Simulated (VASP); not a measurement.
Band structure of SnO2 (relaxed from the anatase structure, space group I4_1/amd). These are r2SCAN meta-GGA, VASP's PBE PAW potentials (set 64) (plane waves; VASP) values and carry that method's errors.

Unless said otherwise, spin-orbit coupling is left out, though it shifts the bands of the heavy elements here.

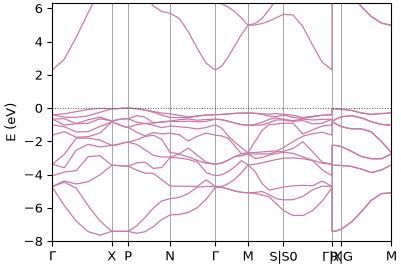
*Bands along high-symmetry lines, zero at the valence-band maximum or, without a gap, the Fermi level*

Question: Read the plot: is there a gap, and where are the band edges?

Answer: The gap is indirect, 2.29 eV, from the valence maximum at P to the conduction minimum at Γ.

The structure was generated: SnO2 was put into the anatase type (I4_1/amd), which need not be its known phase. It was relaxed first.
